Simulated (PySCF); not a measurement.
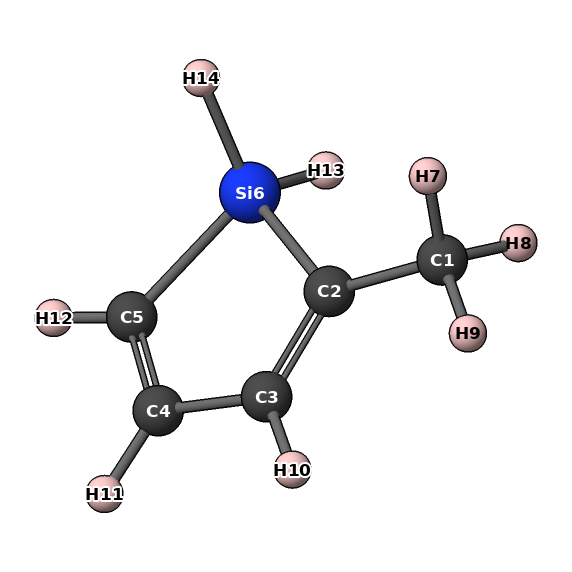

The questions are on isotropic NMR shieldings of the H atoms. The geometry was computed by an optimisation with GFN2-xTB. No frequency run is at hand to confirm it as a minimum. Properties computed with GIAO PBE0/pcSseg-1 NMR shielding, non-relativistic, gas phase (PySCF 2.14.0).

List the isotropic NMR shieldings of the H atoms.

```tsv
atom	σ (ppm)
H7	29.43
H8	29.43
H9	29.49
H10	24.85
H11	24.54
H12	25.72
H13	27.21
H14	27.20
```

The geometry is semi-empirical. Around Si such bond lengths and angles can be off by a tenth of an ångström or more and by several degrees, and values that hang on the shape move with them.
